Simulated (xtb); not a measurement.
# Run report: BSiH₃OF₂, geometry relaxation (part 1 of 3)

The run: geometry relaxation of BSiH₃OF₂, SMILES O[SiH2]B(F)F. Method and program: GFN2-xTB (xtb 6.7.1 later snapshot).

The geometry comes from this level: GFN2-xTB.

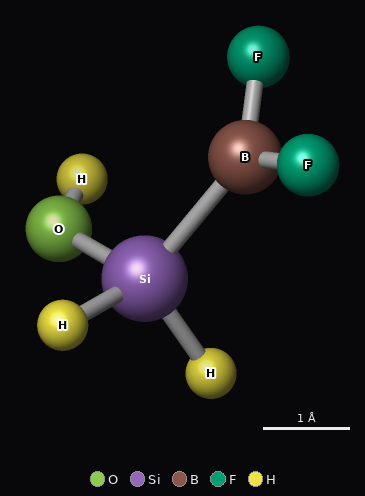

Fig. 1: The input geometry (ball-and-stick view, seen at a tilt). Bond lengths as drawn: B–F 1.32 to 1.33 Å, B–Si 1.98 Å, H–O 0.95 Å, H–Si 1.46 to 1.47 Å and O–Si 1.63 Å.

The input (mol.coord):
```
$coord
     -1.164600416084      1.010058613612      2.929321157566  o
     -0.169999762171     -1.083020939284      0.900567881952  si
      1.046643711385      0.551743336607     -2.248093786900  b
      2.388935074968     -0.568240645675     -4.030653542998  f
      0.567390268919      2.941226432151     -2.827918453719  f
     -2.221958874596      2.402994637335      2.498463601151  h
      1.768632474560     -2.356110532183      2.397268767178  h
     -2.215042476980     -2.898632005302      0.381025478508  h
$end
```

File .CHRG:
```
0
```

File .UHF:
```
0
```

Run as:
```bash
xtb -o vtight --gfn 2 -- mol.coord > out.txt 2> xtb.err
```

The program's output:
```
* xtb version 6.7.1
   ID    Z sym.   atoms
    1    8 o      1
    2   14 si     2
    3    5 b      3
    4    9 f      4, 5
    5    1 h      6-8

           -------------------------------------------------
          |                Calculation Setup                |
           -------------------------------------------------

          program call               : xtb -o vtight --gfn 2 -- mol.coord
          coordinate file            : mol.coord
          omp threads                :                     1

           -------------------------------------------------
          |                 G F N 2 - x T B                 |
           -------------------------------------------------

      * Hamiltonian:
        H0-scaling (s, p, d)           1.850000    2.230000    2.230000
        zeta-weighting                 0.500000
      * Dispersion:
        s8                             2.700000
        a1                             0.520000
        a2                             5.000000
        s9                             5.000000
      * Repulsion:
        kExp                           1.500000    1.000000
        rExp                           1.000000
      * Coulomb:
        alpha                          2.000000
        third order                    shell-resolved
        anisotropic                    true
        a3                             3.000000
        a5                             4.000000
        cn-shift                       1.200000
        cn-exp                         4.000000
        max-rad                        5.000000

          ...................................................
          :                      SETUP                      :
          :.................................................:
          :  # basis functions                  29          :
          :  # atomic orbitals                  28          :
          :  # shells                           14          :
          :  # electrons                        30          :
          :  max. iterations                   250          :
          :  Hamiltonian                  GFN2-xTB          :
          :  restarted?                      false          :
          :  GBSA solvation                  false          :
          :  PC potential                    false          :
          :  electronic temp.          300.0000000     K    :
          :  accuracy                    1.0000000          :
          :  -> integral cutoff          0.2500000E+02      :
          :  -> integral neglect         0.1000000E-07      :
          :  -> SCF convergence          0.1000000E-05 Eh   :
          :  -> wf. convergence          0.1000000E-03 e    :
          :  Broyden damping             0.4000000          :
          :  net charge                          0          :
          :  unpaired electrons                  0          :
          ...................................................

 iter      E             dE          RMSdq      gap      omega  full diag
   1    -18.1204505 -0.181205E+02  0.852E+00    4.00       0.0  T
   2    -18.2244543 -0.104004E+00  0.578E+00    3.11       1.0  T
   3    -18.2339855 -0.953121E-02  0.290E+00    3.58       1.0  T
   4    -18.2354438 -0.145830E-02  0.211E+00    3.48       1.0  T
   5    -18.2414040 -0.596022E-02  0.119E+00    3.58       1.0  T
   6    -18.2424899 -0.108594E-02  0.150E-01    3.67       1.0  T
   7    -18.2425531 -0.631226E-04  0.140E-01    3.65       1.0  T
   8    -18.2425841 -0.310207E-04  0.304E-02    3.65       1.2  T
   9    -18.2425862 -0.210755E-05  0.649E-03    3.65       5.4  T
  10    -18.2425862 -0.104854E-07  0.119E-03    3.65      29.7  T
  11    -18.2425862 -0.266919E-08  0.575E-04    3.65      61.5  T
  12    -18.2425862 -0.304315E-09  0.176E-04    3.65     201.2  T

   *** convergence criteria satisfied after 12 iterations ***

         #    Occupation            Energy/Eh            Energy/eV
      -------------------------------------------------------------
         1        2.0000           -0.8310482             -22.6140
       ...           ...                  ...                  ...
         9        2.0000           -0.5324471             -14.4886
        10        2.0000           -0.5157384             -14.0340
        11        2.0000           -0.5062512             -13.7758
        12        2.0000           -0.4934916             -13.4286
        13        2.0000           -0.4893683             -13.3164
        14        2.0000           -0.4288189             -11.6688
        15        2.0000           -0.4006356             -10.9018 (HOMO)
        16                         -0.2664396              -7.2502 (LUMO)
        17                         -0.1879520              -5.1144
        18                         -0.1476306              -4.0172
        19                         -0.1232110              -3.3527
        20                         -0.0297150              -0.8086
       ...                                ...                  ...
        28                          0.7702246              20.9589
      -------------------------------------------------------------
                  HL-Gap            0.1341960 Eh            3.6517 eV
             Fermi-level           -0.3335376 Eh           -9.0760 eV

 SCC (total)                   0 d,  0 h,  0 min,  0.004 sec
 SCC setup                      ...        0 min,  0.000 sec (  1.600%)
 Dispersion                     ...        0 min,  0.000 sec (  0.665%)
 classical contributions        ...        0 min,  0.000 sec (  0.166%)
 integral evaluation            ...        0 min,  0.001 sec ( 13.800%)
 iterations                     ...        0 min,  0.002 sec ( 57.565%)
 molecular gradient             ...        0 min,  0.001 sec ( 24.414%)
 printout                       ...        0 min,  0.000 sec (  1.455%)

         :::::::::::::::::::::::::::::::::::::::::::::::::::::
         ::                     SUMMARY                     ::
         :::::::::::::::::::::::::::::::::::::::::::::::::::::
         :: total energy             -18.156870520342 Eh    ::
         :: gradient norm              0.000946069896 Eh/a0 ::
         :: HOMO-LUMO gap              3.651659001030 eV    ::
         ::.................................................::
         :: SCC energy               -18.242583919854 Eh    ::
         :: -> isotropic ES            0.077204718217 Eh    ::
         :: -> anisotropic ES          0.001943449035 Eh    ::
         :: -> anisotropic XC         -0.005170174808 Eh    ::
         :: -> dispersion             -0.003583081684 Eh    ::
         :: repulsion energy           0.085713399512 Eh    ::
         :: add. restraining           0.000000000000 Eh    ::
         :: total charge              -0.000000000000 e     ::
         :::::::::::::::::::::::::::::::::::::::::::::::::::::

      -----------------------------------------------------------
     |                   =====================                   |
     |                        A N C O P T                        |
     |                   =====================                   |
     |               Approximate Normal Coordinate               |
     |                Rational Function Optimizer                |
      -----------------------------------------------------------

          ...................................................
          :                      SETUP                      :
          :.................................................:
          :   optimization level         verytight          :
          :   max. optcycles                   200          :
          :   ANC micro-cycles                  20          :
          :   degrees of freedom                18          :
          :.................................................:
          :   RF solver                   davidson          :
          :   write xtbopt.log                true          :
          :   linear?                        false          :
          :   energy convergence         0.1000000E-06 Eh   :
          :   grad. convergence          0.2000000E-03 Eh/α :
          :   maximum RF displ.          1.0000000          :
          :   Hlow (freq-cutoff)         0.1000000E-01      :
          :   Hmax (freq-cutoff)         5.0000000          :
          :   S6 in model hess.         20.0000000          :
          ...................................................

generating ANC from exact Hessian ...
Using Lindh-Hessian (1995)
 Shifting diagonal of input Hessian by    4.3928163234882326E-003
 Lowest  eigenvalues of input Hessian
    0.000000    0.000000    0.000000    0.000000    0.000000    0.000000
    0.010000    0.012206    0.012822    0.026084    0.029954    0.034086
    0.041478    0.055484    0.077317    0.149912    0.253918    0.351009
 Highest eigenvalues
    0.537624    0.625679    1.109237    1.386897    1.691269    1.789680

........................................................................
.............................. CYCLE    1 ..............................
........................................................................

 iter      E             dE          RMSdq      gap      omega  full diag
   1    -18.2425862 -0.182426E+02  0.294E-05    3.65       0.0  T
   2    -18.2425862 -0.810019E-12  0.181E-05    3.65    1957.9  T
   3    -18.2425862 -0.710543E-13  0.109E-05    3.65    3240.4  T
     SCC iter.                  ...        0 min,  0.001 sec
     gradient                   ...        0 min,  0.001 sec
 * total energy  :   -18.1568705 Eh     change       -0.6840395E-10 Eh
   gradient norm :     0.0009459 Eh/α   predicted     0.0000000E+00 (-100.00%)
   displ. norm   :     0.0125324 α      lambda       -0.1796443E-05
   maximum displ.:     0.0105133 α      in ANC's #2, #1, #3, ...

........................................................................
.............................. CYCLE    2 ..............................
........................................................................

 iter      E             dE          RMSdq      gap      omega  full diag
   1    -18.2425908 -0.182426E+02  0.277E-02    3.65       0.0  T
   2    -18.2425908 -0.343160E-07  0.170E-02    3.65       2.1  T
   3    -18.2425908 -0.243745E-08  0.167E-03    3.65      21.2  T
   4    -18.2425908 -0.196314E-08  0.840E-04    3.65      42.1  T
   5    -18.2425908 -0.695518E-09  0.401E-04    3.65      88.1  T
     SCC iter.                  ...        0 min,  0.001 sec
     gradient                   ...        0 min,  0.001 sec
 * total energy  :   -18.1568720 Eh     change       -0.1487938E-05 Eh
   gradient norm :     0.0002774 Eh/α   predicted    -0.8987209E-06 ( -39.60%)
   displ. norm   :     0.0167526 α      lambda       -0.1236597E-05
   maximum displ.:     0.0116975 α      in ANC's #2, #1, #6, ...

........................................................................
.............................. CYCLE    3 ..............................
........................................................................

 iter      E             dE          RMSdq      gap      omega  full diag
   1    -18.2425981 -0.182426E+02  0.397E-02    3.66       0.0  T
   2    -18.2425981 -0.349261E-07  0.244E-02    3.66       1.4  T
   3    -18.2425981 -0.566240E-08  0.236E-03    3.66      15.0  T
   4    -18.2425981 -0.174840E-08  0.133E-03    3.66      26.6  T
   5    -18.2425981 -0.468006E-09  0.535E-04    3.66      66.1  T
   6    -18.2425981 -0.230429E-10  0.132E-04    3.66     267.5  T
     SCC iter.                  ...        0 min,  0.001 sec
     gradient                   ...        0 min,  0.001 sec
 * total energy  :   -18.1568722 Eh     change       -0.1601549E-06 Eh
   gradient norm :     0.0006020 Eh/α   predicted    -0.6169919E-06 ( 285.25%)
   displ. norm   :     0.0100467 α      lambda       -0.1202570E-05
   maximum displ.:     0.0084021 α      in ANC's #1, #3, #2, ...

........................................................................
.............................. CYCLE    4 ..............................
........................................................................

 iter      E             dE          RMSdq      gap      omega  full diag
   1    -18.2426106 -0.182426E+02  0.209E-02    3.66       0.0  T
   2    -18.2426106 -0.745131E-08  0.128E-02    3.66       2.8  T
   3    -18.2426106 -0.164930E-08  0.142E-03    3.66      24.9  T
   4    -18.2426106 -0.102168E-08  0.875E-04    3.66      40.4  T
   5    -18.2426106  0.246949E-10  0.229E-04    3.66     154.7  T
     SCC iter.                  ...        0 min,  0.001 sec
     gradient                   ...        0 min,  0.001 sec
 * total energy  :   -18.1568734 Eh     change       -0.1220801E-05 Eh
   gradient norm :     0.0003830 Eh/α   predicted    -0.6011512E-06 ( -50.76%)
   displ. norm   :     0.0125068 α      lambda       -0.5735511E-06
   maximum displ.:     0.0102303 α      in ANC's #1, #2, #5, ...

........................................................................
.............................. CYCLE    5 ..............................
........................................................................

 iter      E             dE          RMSdq      gap      omega  full diag
   1    -18.2426071 -0.182426E+02  0.187E-02    3.65       0.0  T
   2    -18.2426071 -0.581696E-08  0.112E-02    3.65       3.1  T
   3    -18.2426071 -0.117528E-08  0.936E-04    3.65      37.8  T
   4    -18.2426071 -0.504631E-09  0.442E-04    3.65      79.9  T
     SCC iter.                  ...        0 min,  0.001 sec
     gradient                   ...        0 min,  0.001 sec
 * total energy  :   -18.1568741 Eh     change       -0.6721054E-06 Eh
   gradient norm :     0.0002096 Eh/α   predicted    -0.2863923E-06 ( -57.39%)
   displ. norm   :     0.0166788 α      lambda       -0.5144761E-06
   maximum displ.:     0.0131338 α      in ANC's #1, #2, #5, ...

........................................................................
.............................. CYCLE    6 ..............................
........................................................................

 iter      E             dE          RMSdq      gap      omega  full diag
   1    -18.2426001 -0.182426E+02  0.257E-02    3.65       0.0  T
   2    -18.2426001 -0.952618E-08  0.155E-02    3.65       2.3  T
   3    -18.2426001 -0.177695E-08  0.156E-03    3.65      22.6  T
   4    -18.2426001 -0.124171E-08  0.752E-04    3.65      47.0  T
   5    -18.2426001 -0.225967E-09  0.375E-04    3.65      94.2  T
     SCC iter.                  ...        0 min,  0.001 sec
     gradient                   ...        0 min,  0.001 sec
 * total energy  :   -18.1568747 Eh     change       -0.6263829E-06 Eh
   gradient norm :     0.0001682 Eh/α   predicted    -0.2562719E-06 ( -59.09%)
   displ. norm   :     0.0206796 α      lambda       -0.4687866E-06
   maximum displ.:     0.0161327 α      in ANC's #1, #2, #5, ...

........................................................................
.............................. CYCLE    7 ..............................
........................................................................

 iter      E             dE          RMSdq      gap      omega  full diag
   1    -18.2425986 -0.182426E+02  0.321E-02    3.66       0.0  T
   2    -18.2425986 -0.897521E-08  0.194E-02    3.66       1.8  T
   3    -18.2425986 -0.380967E-08  0.150E-03    3.66      23.6  T
   4    -18.2425986  0.720064E-10  0.493E-04    3.66      71.8  T
   5    -18.2425986 -0.291024E-09  0.364E-04    3.66      97.1  T
     SCC iter.                  ...        0 min,  0.001 sec
     gradient                   ...        0 min,  0.001 sec
 * total energy  :   -18.1568752 Eh     change       -0.4988536E-06 Eh
   gradient norm :     0.0001555 Eh/α   predicted    -0.2340403E-06 ( -53.08%)
   displ. norm   :     0.0130313 α      lambda       -0.1713276E-06
   maximum displ.:     0.0103965 α      in ANC's #1, #2, #5, ...

........................................................................
.............................. CYCLE    8 ..............................
........................................................................
```
